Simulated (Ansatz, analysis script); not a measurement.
# Fixed-spin-moment curve of Ruthenium

Aim: the energy of Ruthenium as its total moment is fixed at a series of values, and its answer to a field.

Calculated with Ansatz 0.2.0; PBE, PAW set soft_1.

## (1) Set-up

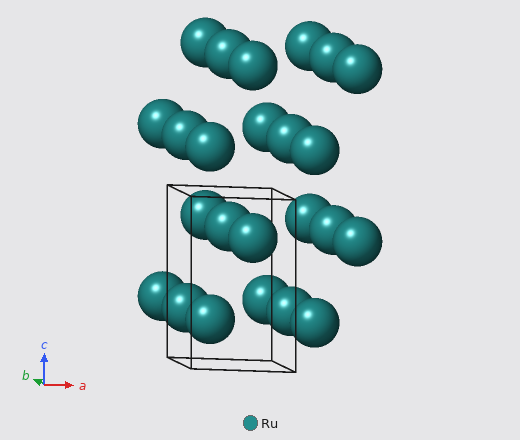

The cell as given, slightly off an axis (ruthenium teal). 2×3×2 cells are drawn.

The cell of this run holds 2 atoms, 2 of them with a starting moment; values «a cell» refer to the cell of the run in question.

## (2) Starting state

The work starts on two spin channels, which tell the size of the moments.

input.yaml reads:

```yaml
crystal:
  lattice:
    - [2.7058, 0.0, 0.0]
    - [-1.3529, 2.3432915376, 0.0]
    - [0.0, 0.0, 4.2819]
  atoms:
    - { symbol: Ru, position: [0.3333333333, 0.6666666667, 0.25], spin: 1.5 }
    - { symbol: Ru, position: [0.6666666667, 0.3333333333, 0.75], spin: 1.5 }
magnetization:
  spin_polarized: true
kpoints:
  mp_grid: { grid: [14, 14, 8] }
hamiltonian:
  xc: pbe
  pseudopotentials: { kind: paw, azcp: { folder: soft_1 } }
scf:
  occupations: { method: fermi_dirac, width: 0.05 }
  max_iter: 120
  convergence: { dr2_threshold: 1.0e-08 }
  lower_state_search: "off"
```

Command:

```sh
$ ansatz run input.yaml --threads 2 --pin off --max-ram 5120MiB --backend cpu --events-out ev --progress --plain --runs-dir out
```

Numbers of over 12 decimals in the logs are rounded to 6 here.

The log of the run:

```text
Engine: ansatz 0.2.0, x86_64-unknown-linux-gnu
Pseudopotentials: kind: paw
Pseudopotential: Ru, paw, valence charge 16, recommended cutoff 420 eV (normal), soft_1/Ru.paw.azcp
Functional definition: PBE
  parameter kappa = 0.804
  parameter beta = 0.066725
  exchange = pbe_x(kappa = kappa, mu = beta*pi^2/3)
  correlation = pbe_c(beta = beta)
Crystal: 2 atoms, lattice volume = 27.149 Å³
Basis set: ecut = 420 eV, 537 PW (Γ)
Bands: 22, of which v1, the nominal top of the filled ones, is band 16 counted from 1 (15 counted from 0)
Symmetry: 24 space group operations
Space group: P63/mmc (ITA 194), of the structure as read, at distance tolerance 3.0e-5 Å
Magnetic group: BNS 194.263 (UNI 1493), of the structure as read, at distance tolerance 3.0e-5 Å
k-points: 120 of 1568
Non-local potential: Ru, projectors of the file, l = 0: 3, l = 1: 2, l = 2: 2, l = 3: 1
PAW form: soft (Blöchl's): semilocal exchange-correlation on the pseudo side does not see the compensation charge
PAW one-centre angular grid: Ru, 590 points (default); XC on 64 Gauss nodes
Initial density: superposition of atomic densities (chi_scale 0.1, normalization cell)
Starting moments: Σ|m| = 3 μB on 2 of 2 sites
Initial wavefunctions: pseudopotential atomic-orbital guess
Functional: x = pbe(κ = 0.804, μ = 0.219515), c = pbe(β = 0.066725)
SCF iter   1: F=—  HF=-11758.133614 eV  |F-HF|=—  |Δ(HF+E_count)|=         —  Δρ=1.34e-1 (↑1.34e-1 ↓5.50e-2)  dr2=3.81e0  dr2_m=1.69e0  M=0.665 μB ∫|m|=0.676 μB  β_m=0.30  ethr=3.10e-3  ⟨swp⟩=5.1  Hψ=21801  notcnv=0
preconditioner: auto → none  [metal: Δε(μ)=0.019 eV  Ē_g=9.271 eV  σ=0.050 eV  W_gap=0.10  n_scr=8 (ndim 8)  ℏωp=28.5 eV  f_vac=0.000  D(μ)=1.40/eV (n_scr^D=10)  sad-step TF]
SCF iter   2: F=—  HF=-11757.666259 eV  |F-HF|=—  |Δ(HF+E_count)|=   4.67e-1  Δρ=9.39e-2 (↑9.39e-2 ↓4.35e-2)  dr2=1.66e0  dr2_m=9.34e-1  M=0.549 μB ∫|m|=0.566 μB  β_m=0.30  ethr=3.10e-3  ⟨swp⟩=2.6  Hψ=9834  notcnv=0  defer=168
SCF iter   3: F=—  HF=-11757.263806 eV  |F-HF|=—  |Δ(HF+E_count)|=   4.02e-1  Δρ=4.80e-2 (↑4.23e-2 ↓4.80e-2)  dr2=2.57e-2  dr2_m=4.92e-1  M=0.489 μB ∫|m|=0.507 μB  β_m=0.30  ethr=3.10e-3  ⟨swp⟩=2.1  Hψ=9303  notcnv=0  defer=168
SCF iter   4: F=—  HF=-11757.346680 eV  |F-HF|=—  |Δ(HF+E_count)|=   8.29e-2  Δρ=3.45e-2 (↑3.39e-2 ↓3.45e-2)  dr2=4.54e-3  dr2_m=2.88e-1  M=0.406 μB ∫|m|=0.424 μB  β_m=0.30  ethr=8.04e-5  ⟨swp⟩=2.7  Hψ=10740  notcnv=0  defer=131
SCF iter   5: F=—  HF=-11757.393848 eV  |F-HF|=—  |Δ(HF+E_count)|=   4.72e-2  Δρ=2.63e-2 (↑2.61e-2 ↓2.63e-2)  dr2=2.98e-5  dr2_m=1.71e-1  M=0.337 μB ∫|m|=0.354 μB  β_m=0.30  ethr=1.42e-5  ⟨swp⟩=2.5  Hψ=7867  notcnv=0  defer=131
SCF iter   6: F=—  HF=-11757.420128 eV  |F-HF|=—  |Δ(HF+E_count)|=   2.63e-2  Δρ=2.05e-2 (↑2.05e-2 ↓2.05e-2)  dr2=8.12e-6  dr2_m=1.04e-1  M=0.277 μB ∫|m|=0.293 μB  β_m=0.30  ethr=9.31e-8  ⟨swp⟩=2.2  Hψ=9299  notcnv=0  defer=131
SCF iter   7: F=—  HF=-11757.436339 eV  |F-HF|=—  |Δ(HF+E_count)|=   1.62e-2  Δρ=1.61e-2 (↑1.60e-2 ↓1.61e-2)  dr2=3.63e-6  dr2_m=6.43e-2  M=0.228 μB ∫|m|=0.242 μB  β_m=0.30  ethr=2.54e-8  ⟨swp⟩=3.1  Hψ=11250  notcnv=0  defer=131
Mixer restart at iter 7: flushing history
spin-set hold released at iteration 7 (site moments contracting): the magnetisation degrees of freedom join the quasi-Newton model from the next iteration; the mixer history was flushed
SCF iter   8: F=—  HF=-11757.446404 eV  |F-HF|=—  |Δ(HF+E_count)|=   1.01e-2  Δρ=1.27e-2 (↑1.26e-2 ↓1.27e-2)  dr2=5.59e-6  dr2_m=3.99e-2  M=0.188 μB ∫|m|=0.201 μB  β_m=0.59  ethr=1.14e-8  ⟨swp⟩=3.0  Hψ=10768  notcnv=0  defer=131
SCF iter   9: F=—  HF=-11757.463943 eV  |F-HF|=—  |Δ(HF+E_count)|=   1.75e-2  Δρ=1.90e-3 (↑1.88e-3 ↓1.90e-3)  dr2=2.30e-6  dr2_m=8.89e-4  M=0.038 μB ∫|m|=0.044 μB  β_m=0.82  ethr=1.14e-8  ⟨swp⟩=3.8  Hψ=13848  notcnv=0  defer=131
SCF iter  10: F=—  HF=-11757.464580 eV  |F-HF|=—  |Δ(HF+E_count)|=   6.38e-4  Δρ=3.60e-4 (↑3.60e-4 ↓3.48e-4)  dr2=4.72e-7  dr2_m=3.10e-5  M=0.008 μB ∫|m|=0.010 μB  β_m=0.91  ethr=7.18e-9  ⟨swp⟩=3.1  Hψ=10942  notcnv=0  defer=131
SCF iter  11: F=—  HF=-11757.464622 eV  |F-HF|=—  |Δ(HF+E_count)|=   4.17e-5  Δρ=5.85e-5 (↑5.85e-5 ↓4.27e-5)  dr2=1.82e-6  dr2_m=9.32e-8  M=-0.000 μB ∫|m|=0.000 μB  β_m=0.79  ethr=1.48e-9  ⟨swp⟩=3.1  Hψ=11007  notcnv=0  defer=131
SCF iter  12: F=—  HF=-11757.464622 eV  |F-HF|=—  |Δ(HF+E_count)|=   5.35e-7  Δρ=2.04e-5 (↑1.43e-5 ↓2.04e-5)  dr2=1.57e-7  dr2_m=3.75e-8  M=-0.000 μB ∫|m|=0.000 μB  β_m=0.73  ethr=1.48e-9  ⟨swp⟩=2.0  Hψ=9068  notcnv=0  defer=131
iter 13 did not close the SCF: its close was put off for a magnetic moment that had not settled (scf_convergence_deferred on its scf_iter line)
SCF iter  13: F=-11757.464622 eV  HF=-11757.464622 eV  |F-HF|=2.36e-10  |Δ(HF+E_count)|=   1.49e-8  Δρ=5.27e-6 (↑3.95e-6 ↓5.27e-6)  dr2=5.02e-9  dr2_m=3.33e-9  M=-0.000 μB ∫|m|=0.000 μB  β_m=0.70  ethr=3.13e-11  ⟨swp⟩=1.5  Hψ=14643  notcnv=0
iter 14 did not close the SCF: its close was put off for a magnetic moment that had not settled (scf_convergence_deferred on its scf_iter line)
SCF iter  14: F=-11757.464622 eV  HF=-11757.464622 eV  |F-HF|=2.75e-10  |Δ(HF+E_count)|=   2.56e-9  Δρ=1.16e-6 (↑1.05e-6 ↓1.16e-6)  dr2=4.72e-12  dr2_m=3.02e-10  M=0.000 μB ∫|m|=0.000 μB  β_m=0.85  ethr=1.57e-11  ⟨swp⟩=1.0  Hψ=14601  notcnv=0
SCF iter  15: F=-11757.464622 eV  HF=-11757.464622 eV  |F-HF|=5.46e-12  |Δ(HF+E_count)|=  3.73e-10  Δρ=1.43e-7 (↑1.25e-7 ↓1.43e-7)  dr2=2.01e-13  dr2_m=4.43e-12  M=-0.000 μB ∫|m|=0.000 μB  ethr=1.00e-12  ⟨swp⟩=1.0  Hψ=13351  notcnv=0
WARN: the starting moments were not kept: the SCF closed with an absolute magnetisation of 1.6e-6 μB, where they sum to 3 μB in size (2 sites). That is at most 0.1 of that sum. Measured as dr2_m measures the in/out step, that magnetisation stands 4.3e-13 eV from none, at or under the dr2_threshold of 1.0e-8 eV: it is no larger than a step whose dr2_m would equal this threshold. The system may hold no moment; this SCF [...]
SCF 1 converged in 15 iterations: F = -11757.464622 eV  dr2 = 2.01e-13
  greatest PAW one-centre occupation: 1.000 electrons in one spin orbital (limit 2), on the Ru atom at site 1 (counted from 0), in its partial waves of l = 0
SCF converged after 15 iterations
Magnetization: -0.0000 μB (16.0000 up, 16.0000 down)
Absolute magnetization: 0.0000 μB (∫|ρ↑−ρ↓|, with the PAW one-centre terms)
Spin contamination: 0.0000 ħ² per cell (⟨S²⟩ above its minimum at these occupations)
Per-site moments (μB) at R_I (Å): [(6.4124434066214e-8, 1.093251), (6.41244340824203e-8, 1.093251)]
Free energy (F): -11757.464622 eV
Harris-Foulkes:  -11757.464622 eV  (|F-HF|=5.46e-12)
Internal energy: -11757.448141 eV  (E = F + TS)
E sigma→0 (E₀):  -11757.456382 eV
Entropy (-TS):   -0.016480 eV (-8.240 meV/atom)
Fermi energy:    23.320961 eV
--- Per-component energies (eV) ---
  E_band       = -112.371303
  E_kinetic    = 920.773612
  E_local      = -2539.090331  (includes V_loc(G=0)·N_el)
  E_nonlocal   = 824.876597
  E_hartree    = 841.717571
  E_xc         = -340.324040
  E_vxc        = -430.407733  (∫ρ·V_xc dr)
  E_paw        = -7002.947528  (= ΣΔE_a)
  E_vpaw       = -571.959813  (= ΣTr[D̂ρ^β])
  E_aug_tail   = 0.001248  (compensation charges beyond the density's cutoff)
  E_ewald      = -4462.455271
  E_smearing   = -0.016480  (= −TS)
  E_closure    = 0.000000  (closes the sum)
  Σ components = -11757.464622   (vs F -11757.464622, Δ=0.00e0)
```

The job ended after 18 s (2 threads of Intel Xeon at 2.50GHz (Skylake/Cascade Lake), shared host; peak memory 0.35 GiB; 20 s of CPU time).

In the SCF lines HF is the Harris–Foulkes energy and dr2 the Hartree energy of the density residual, in eV; the loop may stop once dr2 is under the threshold and the program's other checks hold. Hψ counts applications of the Hamiltonian.

The spin moment in the atom's sphere vanishes on all atoms.

Tables count atoms from 1; parts of the log count from 0.

The run ends non-magnetic, with a net moment of 0 μB a cell. The run left the order that was typed.

## (3) Mesh refined

Levels at the Fermi energy are partly filled, so moments and energy differences can hang on the k-mesh, and the state is solved again on a denser one.

Changes to input.yaml since step 2:

```diff
@@ -11,3 +11,3 @@
 kpoints:
-  mp_grid: { grid: [14, 14, 8] }
+  mp_grid: { grid: [16, 16, 9] }
 hamiltonian:
@@ -20 +20,3 @@
   lower_state_search: "off"
+basis:
+  ecutwfc: 420.0
```

The log of the run:

```text
[...]
Crystal: 2 atoms, lattice volume = 27.149 Å³
Basis set: ecut = 420 eV, 537 PW (Γ)
Bands: 22, of which v1, the nominal top of the filled ones, is band 16 counted from 1 (15 counted from 0)
Symmetry: 24 space group operations
[...]
k-points: 150 of 2304
[...]
Starting moments: Σ|m| = 3 μB on 2 of 2 sites
[...]
Magnetization: -0.0000 μB (16.0000 up, 16.0000 down)
Absolute magnetization: 0.0000 μB (∫|ρ↑−ρ↓|, with the PAW one-centre terms)
[...]
Per-site moments (μB) at R_I (Å): [(-9.503749959687537e-8, 1.093251), (-9.503749977744659e-8, 1.093251)]
Free energy (F): -11757.470497 eV
[...]
Internal energy: -11757.459047 eV  (E = F + TS)
E sigma→0 (E₀):  -11757.464772 eV
Entropy (-TS):   -0.011449 eV (-5.725 meV/atom)
Fermi energy:    23.346070 eV
[...]
[key lines of the parts left out:]
SCF converged after 15 iterations
```

Run time: 22 s. Hardware: 2 threads; peak memory 0.37 GiB.

The spin moment in the atom's sphere vanishes on all atoms.

The run ends non-magnetic, with a net moment of 0 μB a cell, against 0 μB on the first mesh.

## (4) Without spin

The state without spin is the zero of E(M).

input.yaml, the sections that differ from step 3:

```yaml
crystal:
  lattice:
    - [2.7058, 0.0, 0.0]
    - [-1.3529, 2.3432915376, 0.0]
    - [0.0, 0.0, 4.2819]
  atoms:
    - { symbol: Ru, position: [0.3333333333, 0.6666666667, 0.25] }
    - { symbol: Ru, position: [0.6666666667, 0.3333333333, 0.75] }
scf:
  occupations: { method: fermi_dirac, width: 0.05 }
  max_iter: 120
  convergence: { dr2_threshold: 1.0e-08 }
# kpoints, hamiltonian, basis: as in step 3
# magnetization: removed
```

Command:

```sh
$ ansatz run input.yaml --threads 1 --pin off --max-ram 2560MiB --backend cpu --events-out ev --progress --plain --runs-dir out
```

The log of the run:

```text
[...]
Crystal: 2 atoms, lattice volume = 27.149 Å³
Basis set: ecut = 420 eV, 537 PW (Γ)
Bands: 20, of which v1, the nominal top of the filled ones, is band 16 counted from 1 (15 counted from 0)
Symmetry: 24 space group operations
[...]
k-points: 150 of 2304
[...]
SCF iter   1: F=—  HF=-11758.718685 eV  |F-HF|=—  |Δ(HF+E_count)|=         —  Δρ=1.22e-1  dr2=3.88e0  ethr=3.10e-3  ⟨swp⟩=5.1  Hψ=11991  notcnv=0
[...]
SCF iter   7: F=-11757.470497 eV  HF=-11757.470497 eV  |F-HF|=2.36e-11  |Δ(HF+E_count)|=   5.38e-8  Δρ=1.89e-6  dr2=3.90e-10  ethr=3.13e-11  ⟨swp⟩=3.0  Hψ=8299  notcnv=0
SCF 1 converged in 7 iterations: F = -11757.470497 eV  dr2 = 3.90e-10
[...]
SCF converged after 7 iterations
Free energy (F): -11757.470497 eV
[...]
Internal energy: -11757.459047 eV  (E = F + TS)
E sigma→0 (E₀):  -11757.464772 eV
Entropy (-TS):   -0.011449 eV (-5.725 meV/atom)
Fermi energy:    23.346074 eV
[...]
```

Elapsed: 7.4 s, on 1 thread; peak memory 0.34 GiB.

## (5) Without spin, levels printed

Changes to input.yaml since step 4:

```diff
@@ -19 +19,3 @@
   ecutwfc: 420.0
+output:
+  eigenvalues: true
```

The log of the run:

```text
[...]
Crystal: 2 atoms, lattice volume = 27.149 Å³
Basis set: ecut = 420 eV, 537 PW (Γ)
Bands: 20, of which v1, the nominal top of the filled ones, is band 16 counted from 1 (15 counted from 0)
Symmetry: 24 space group operations
[...]
k-points: 150 of 2304
[...]
Fermi energy:    23.346074 eV
[...]
--- Band table (eV; the first three rows and the last of 150) ---
  k-point 0: bands = [... 12 lower, 20.9020, 21.4063, 21.4063, 21.9353, 21.9353, 24.5107, 24.5107, 24.6171]
  k-point 1: bands = [... 12 lower, 20.8332, 21.3246, 21.3246, 22.1260, 22.1260, 24.1554, 24.5183, 24.5183]
  k-point 2: bands = [... 12 lower, 20.6561, 21.1183, 21.1183, 22.5690, 22.5690, 23.0782, 24.4975, 24.4975]
  k-point 149: bands = [... 12 lower, 20.5480, 20.6502, 22.0472, 22.3201, 24.5242, 24.6482, 31.1428, 31.4948]
[key lines of the parts left out:]
SCF converged after 7 iterations
Free energy (F): -11757.470497 eV
```

The job ended after 8.9 s (1 thread; peak memory 0.33 GiB).

## (6) Total moment fixed at 0.2 μB

Two Fermi levels, one a spin, hold the total moment exactly, which reaches states that a free run would leave.

input.yaml, the sections that differ from step 5:

```yaml
crystal:
  lattice:
    - [2.7058, 0.0, 0.0]
    - [-1.3529, 2.3432915376, 0.0]
    - [0.0, 0.0, 4.2819]
  atoms:
    - { symbol: Ru, position: [0.3333333333, 0.6666666667, 0.25], spin: 0.1 }
    - { symbol: Ru, position: [0.6666666667, 0.3333333333, 0.75], spin: 0.1 }
magnetization:
  spin_polarized: true
  initial_magnetization: 0.2
  spin_locking: { lock_magnetization: hard }
scf:
  occupations: { method: fermi_dirac, width: 0.05 }
  max_iter: 120
  convergence: { dr2_threshold: 1.0e-08 }
  lower_state_search: "off"
# kpoints, hamiltonian, basis: as in step 5
# output: removed
```

The log of the run:

```text
[...]
Crystal: 2 atoms, lattice volume = 27.149 Å³
Basis set: ecut = 420 eV, 537 PW (Γ)
Bands: 21, of which v1, the nominal top of the filled ones, is band 16 counted from 1 (15 counted from 0)
Symmetry: 24 space group operations
[...]
k-points: 150 of 2304
[...]
Starting moments: Σ|m| = 0.2 μB on 2 of 2 sites
[...]
SCF iter   1: F=—  HF=-11758.703654 eV  |F-HF|=—  |Δ(HF+E_count)|=         —  Δρ=6.17e-2 (↑6.17e-2 ↓6.01e-2)  dr2=3.87e0  dr2_m=7.94e-4  M=0.200 μB ∫|m|=0.200 μB  β_m=0.30  ethr=3.10e-3  ⟨swp⟩=5.2  Hψ=25945  notcnv=0
[...]
SCF iter   9: F=-11757.459588 eV  HF=-11757.459588 eV  |F-HF|=1.82e-12  |Δ(HF+E_count)|=  1.11e-10  Δρ=1.28e-7 (↑1.28e-7 ↓7.61e-8)  dr2=2.78e-12  dr2_m=2.05e-12  M=0.200 μB ∫|m|=0.200 μB  ethr=1.00e-12  ⟨swp⟩=1.0  Hψ=16158  notcnv=0
SCF 1 converged in 9 iterations: F = -11757.459588 eV  dr2 = 2.78e-12
[...]
SCF converged after 9 iterations
Stability checked in part: among states of this total moment the steps that led to this state did not find it unstable. No probe was made; neither looks for a lower state of another moment (fixed_total_moment; see scf.lower_state_search)
Magnetization: 0.2000 μB (16.1000 up, 15.9000 down)
Absolute magnetization: 0.2000 μB (∫|ρ↑−ρ↓|, with the PAW one-centre terms)
[...]
Per-site moments (μB) at R_I (Å): [(0.089424, 1.093251), (0.089424, 1.093251)]
Free energy (F): -11757.459588 eV
[...]
Internal energy: -11757.446178 eV  (E = F + TS)
E sigma→0 (E₀):  -11757.452883 eV
Entropy (-TS):   -0.013410 eV (-6.705 meV/atom)
Fermi energy:    23.345111 (↑ 23.449598, ↓ 23.240624) eV
[...]
```

Wall time 19 s (1 thread); peak memory 0.37 GiB.

The energy is 10.9 meV from the state without spin, and the largest site carries 0.0894 μB.

## (7) Total moment fixed at 0.4 μB

input.yaml, the sections that differ from step 6:

```yaml
crystal:
  lattice:
    - [2.7058, 0.0, 0.0]
    - [-1.3529, 2.3432915376, 0.0]
    - [0.0, 0.0, 4.2819]
  atoms:
    - { symbol: Ru, position: [0.3333333333, 0.6666666667, 0.25], spin: 0.2 }
    - { symbol: Ru, position: [0.6666666667, 0.3333333333, 0.75], spin: 0.2 }
magnetization:
  spin_polarized: true
  initial_magnetization: 0.4
  spin_locking: { lock_magnetization: hard }
# kpoints, hamiltonian, scf, basis: as in step 6
```

The log of the run:

```text
[...]
Crystal: 2 atoms, lattice volume = 27.149 Å³
Basis set: ecut = 420 eV, 537 PW (Γ)
Bands: 21, of which v1, the nominal top of the filled ones, is band 16 counted from 1 (15 counted from 0)
Symmetry: 24 space group operations
[...]
k-points: 150 of 2304
[...]
Starting moments: Σ|m| = 0.4 μB on 2 of 2 sites
[...]
Magnetization: 0.4000 μB (16.2000 up, 15.8000 down)
Absolute magnetization: 0.4000 μB (∫|ρ↑−ρ↓|, with the PAW one-centre terms)
[...]
Per-site moments (μB) at R_I (Å): [(0.180235, 1.093251), (0.180235, 1.093251)]
Free energy (F): -11757.430581 eV
[...]
Internal energy: -11757.414884 eV  (E = F + TS)
E sigma→0 (E₀):  -11757.422733 eV
Entropy (-TS):   -0.015697 eV (-7.849 meV/atom)
Fermi energy:    23.340767 (↑ 23.522579, ↓ 23.158956) eV
[...]
[key lines of the parts left out:]
SCF converged after 9 iterations
```

Wall time 20 s (1 thread); peak memory 0.37 GiB.

The energy is 39.9 meV from the state without spin, and the largest site carries 0.180 μB.

## (8) Total moment fixed at 1 μB

input.yaml, the sections that differ from step 7:

```yaml
crystal:
  lattice:
    - [2.7058, 0.0, 0.0]
    - [-1.3529, 2.3432915376, 0.0]
    - [0.0, 0.0, 4.2819]
  atoms:
    - { symbol: Ru, position: [0.3333333333, 0.6666666667, 0.25], spin: 0.5 }
    - { symbol: Ru, position: [0.6666666667, 0.3333333333, 0.75], spin: 0.5 }
magnetization:
  spin_polarized: true
  initial_magnetization: 1.0
  spin_locking: { lock_magnetization: hard }
# kpoints, hamiltonian, scf, basis: as in step 7
```

The log of the run:

```text
[...]
Crystal: 2 atoms, lattice volume = 27.149 Å³
Basis set: ecut = 420 eV, 537 PW (Γ)
Bands: 21, of which v1, the nominal top of the filled ones, is band 16 counted from 1 (15 counted from 0)
Symmetry: 24 space group operations
[...]
k-points: 150 of 2304
[...]
Starting moments: Σ|m| = 1 μB on 2 of 2 sites
[...]
Magnetization: 1.0000 μB (16.5000 up, 15.5000 down)
Absolute magnetization: 1.0000 μB (∫|ρ↑−ρ↓|, with the PAW one-centre terms)
[...]
Per-site moments (μB) at R_I (Å): [(0.456069, 1.093251), (0.456069, 1.093251)]
Free energy (F): -11757.255644 eV
[...]
Internal energy: -11757.240887 eV  (E = F + TS)
E sigma→0 (E₀):  -11757.248266 eV
Entropy (-TS):   -0.014757 eV (-7.378 meV/atom)
Fermi energy:    23.365654 (↑ 23.775488, ↓ 22.955820) eV
[...]
[key lines of the parts left out:]
SCF converged after 8 iterations
```

Run time: 15 s. Hardware: 1 thread; peak memory 0.37 GiB.

The energy is 215 meV from the state without spin, and the largest site carries 0.456 μB.

## (9) Total moment fixed at 1.8 μB

input.yaml, the sections that differ from step 8:

```yaml
crystal:
  lattice:
    - [2.7058, 0.0, 0.0]
    - [-1.3529, 2.3432915376, 0.0]
    - [0.0, 0.0, 4.2819]
  atoms:
    - { symbol: Ru, position: [0.3333333333, 0.6666666667, 0.25], spin: 0.9 }
    - { symbol: Ru, position: [0.6666666667, 0.3333333333, 0.75], spin: 0.9 }
magnetization:
  spin_polarized: true
  initial_magnetization: 1.8
  spin_locking: { lock_magnetization: hard }
# kpoints, hamiltonian, scf, basis: as in step 8
```

The log of the run:

```text
[...]
Crystal: 2 atoms, lattice volume = 27.149 Å³
Basis set: ecut = 420 eV, 537 PW (Γ)
Bands: 21, of which v1, the nominal top of the filled ones, is band 16 counted from 1 (15 counted from 0)
Symmetry: 24 space group operations
[...]
k-points: 150 of 2304
[...]
Starting moments: Σ|m| = 1.8 μB on 2 of 2 sites
[...]
Magnetization: 1.8000 μB (16.9000 up, 15.1000 down)
Absolute magnetization: 1.8000 μB (∫|ρ↑−ρ↓|, with the PAW one-centre terms)
[...]
Per-site moments (μB) at R_I (Å): [(0.818911, 1.093251), (0.818911, 1.093251)]
Free energy (F): -11756.811781 eV
[...]
Internal energy: -11756.792873 eV  (E = F + TS)
E sigma→0 (E₀):  -11756.802327 eV
Entropy (-TS):   -0.018908 eV (-9.454 meV/atom)
Fermi energy:    23.362123 (↑ 24.040357, ↓ 22.683889) eV
[...]
[key lines of the parts left out:]
SCF converged after 8 iterations
```

Elapsed: 16 s, on 1 thread; peak memory 0.37 GiB.

The energy is 659 meV from the state without spin, and the largest site carries 0.819 μB.

The other 5 runs of this kind were made alike; their results stand in the table below.

(Continued in part 2 of 2.)

[Logs and program files are shortened in this print: banners, set-up blocks, solver, clock and traceback lines can be left out without a mark of their own.]

[Logs are printed without paths, hosts, clocks, repeated set-up lines and the standing remarks that a program may print on its own settings, such as how far it seeks lower states.]

[Hosts, paths, dates, database ids (printed as entryN), source tags and the programs' standing remarks are cut or masked in the printed files.]
